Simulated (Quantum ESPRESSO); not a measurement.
**Convergence test for La2InSi2 (Pbam, 20 atoms in the cell)**

```yaml
crystal:
  lattice:
    - [7.71722, 0.00000, 0.00000]
    - [0.00000, 14.93654, 0.00000]
    - [0.00000, 0.00000, 4.43877]
  atoms:
    - { symbol: La, position: [0.75077, 0.03531, 0.50000] }
    - { symbol: La, position: [0.24923, 0.96469, 0.50000] }
    - { symbol: La, position: [0.25077, 0.46469, 0.50000] }
    - { symbol: La, position: [0.74923, 0.53531, 0.50000] }
    - { symbol: La, position: [0.61210, 0.28312, 0.50000] }
    - { symbol: La, position: [0.38790, 0.71688, 0.50000] }
    - { symbol: La, position: [0.11210, 0.21688, 0.50000] }
    - { symbol: La, position: [0.88790, 0.78312, 0.50000] }
    - { symbol: In, position: [0.93529, 0.37623, 0.00000] }
    - { symbol: In, position: [0.06471, 0.62377, 0.00000] }
    - { symbol: In, position: [0.43529, 0.12377, 0.00000] }
    - { symbol: In, position: [0.56471, 0.87623, 0.00000] }
    - { symbol: Si, position: [0.55112, 0.42401, 0.00000] }
    - { symbol: Si, position: [0.44888, 0.57599, 0.00000] }
    - { symbol: Si, position: [0.05112, 0.07599, 0.00000] }
    - { symbol: Si, position: [0.94888, 0.92401, 0.00000] }
    - { symbol: Si, position: [0.82133, 0.18342, 0.00000] }
    - { symbol: Si, position: [0.17867, 0.81658, 0.00000] }
    - { symbol: Si, position: [0.32133, 0.31658, 0.00000] }
    - { symbol: Si, position: [0.67867, 0.68342, 0.00000] }
```

Method of the run: PBEsol, GBRV 1.5 ultrasoft (PBESOL) pseudopotentials (plane waves; Quantum ESPRESSO).

The starting cell comes from a database of computed structures (which also holds hypothetical and non-ambient phases and stackings), without a prior relaxation at this level. Without a gap this mesh is coarse (it stands for a supercell whose shortest vector is 18 Å).

Held fixed: ecutwfc = 40 Ry; ecutrho = 200 Ry; occupations = smearing; smearing = marzari-vanderbilt; degauss = 0.0073499 Ry; potentials = {La: la_pbesol_v1.uspp.F.UPF, In: in_pbesol_v1.4.uspp.F.UPF, Si: si_pbesol_v1.uspp.F.UPF}; K_POINTS = automatic 3 2 4 0 0 0; mixing_beta = 0.7.

ΔF is the free energy per atom less that of the last row (1e-10 Ry).

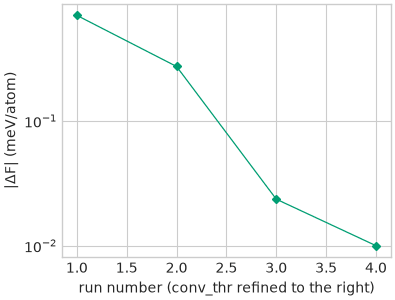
Figure. Size of the energy error against the last run of the series; values under 0.01 meV/atom are drawn at 0.01.

```json
[
 {"conv_thr": "0.0073 Ry", "ΔF (meV/atom)": "0.70", "pressure (GPa)": "-3.20", "largest force (eV/Å)": "0.421", "iterations": "6"},
 {"conv_thr": "0.00073 Ry", "ΔF (meV/atom)": "0.27", "pressure (GPa)": "-4.21", "largest force (eV/Å)": "0.229", "iterations": "7"},
 {"conv_thr": "7.3e-05 Ry", "ΔF (meV/atom)": "0.02", "pressure (GPa)": "-2.95", "largest force (eV/Å)": "0.155", "iterations": "8"},
 {"conv_thr": "7.3e-06 Ry", "ΔF (meV/atom)": "0.00", "pressure (GPa)": "-2.78", "largest force (eV/Å)": "0.136", "iterations": "9"},
 {"conv_thr": "1e-10 Ry", "ΔF (meV/atom)": "0.00", "pressure (GPa)": "-2.91", "largest force (eV/Å)": "0.133", "iterations": "15"}
]
```

Energy within 0.5 meV/atom of the last row: from conv_thr = 0.00073 Ry on; the one before it is off by 0.70 meV/atom.
